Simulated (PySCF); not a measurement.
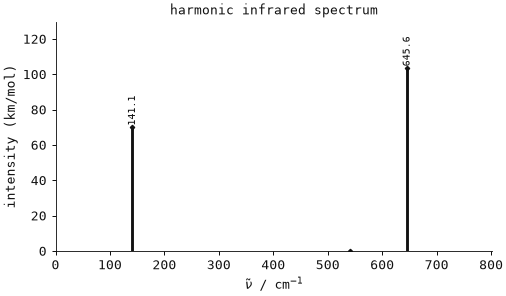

IR spectrum of CdF₂, singlet, at a minimum, with Cd as the central atom. Unscaled harmonic wavenumbers and double-harmonic intensities, PBE0/def2-TZVP (ECP) in PySCF, isolated molecule. Structures are the lowest points that the searches found. Degenerate modes count as one line, with their intensities summed.

### What symmetry does the computed molecule have?

The calculation gave D∞h. Its 4 modes give 3 distinct wavenumbers, 2 with an intensity of 0.05 km/mol or more.
```
 cm⁻¹  km/mol  symmetry
141.1    70.2   πu (×2)
541.3     0.0       σg+
645.6   103.7       σu+
```

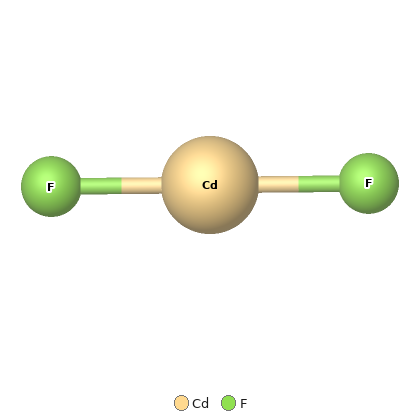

Caveats: closed-shell stability not tested.
